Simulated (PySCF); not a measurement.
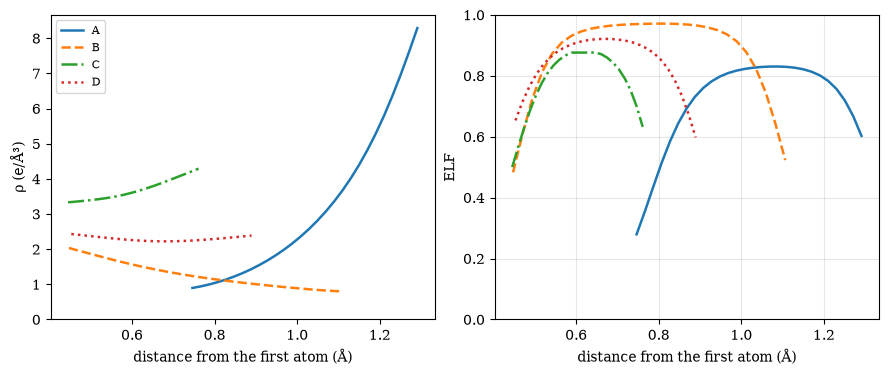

C$_{3}$H$_{6}$FNSi$_{2}$ (SMILES N#C/C([SiH3])=C\[SiH2]F). Total electron density and ELF along straight lines between neighbouring atoms. The curves leave out the atomic cores.

Geometry: GFN2-xTB.

Method: PBE0/pcSseg-1, SCF density, gas phase, non-relativistic in PySCF 2.14.0.

```xyz
13

N     0.0318    2.7088   -0.3895
C     0.2237    1.5894   -0.2175
C     0.5142    0.2306   -0.0150
Si    2.3559   -0.2319   -0.1344
C    -0.4772   -0.6369    0.2417
Si   -2.3054   -0.2042    0.3651
F    -3.0194   -1.6163    0.6807
H     3.0824    0.5202    0.8878
H     2.4304   -1.6728    0.1058
H     2.8282    0.1131   -1.4747
H    -0.2035   -1.6755    0.3913
H    -2.6030    0.6420    1.5091
H    -2.8623    0.2341   -0.9041
```

Which curve belongs to which contact (C–C, C–N, C–Si and Si–F)? The first atom named is at distance zero.

Curve A: Si–F (1.61 Å): ρ at the midpoint is about 1.1 e/Å³; the ELF peaks at about 0.85 in the valence shell of F, 0.5 Å from its nucleus, and is about 0.50 at the midpoint. Curve B: C–Si (1.88 Å): the density is about 0.95 e/Å³ at the midpoint; the ELF peaks at about 1 between the atoms; a covalent bond. Curve C: C–N (1.15 Å): the density is about 3.5 e/Å³ at the midpoint; the ELF peaks at about 0.90 between the atoms; a multiple bond. Curve D: C–C (1.34 Å): ρ is about 2.2 e/Å³ halfway; the ELF peaks at about 0.90 between the atoms (a multiple bond).
